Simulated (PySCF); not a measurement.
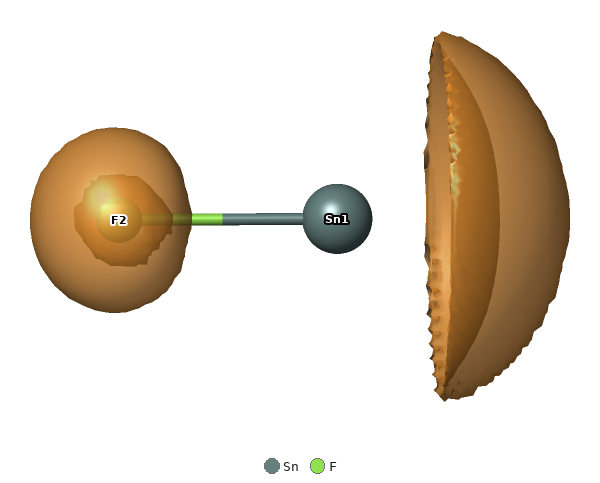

*SnF (charge +1). Isosurface of the electron localisation function at 0.75 (orange), seen from one side. Only the valence region is drawn (cores and ρ < 0.01 e/Å³ removed).*

Theory: PBE0/x2c-SVPall, spin-free X2C-1e, Gaussian nucleus, at a bond length of 1.907 Å (PySCF 2.14.0).

Identify the bonds, lone pairs and shells in this picture.

At this value the surface marks out one lobe on Sn, pointing away from the bonds (lone pairs) and one region wrapped around F (its valence shell).

Values along the shortest contacts:
Sn–F (1.91 Å): the ELF peaks at about 0.85 in the valence shell of F, 0.5 Å from its nucleus, and drops to about 0.10 between the two atoms.
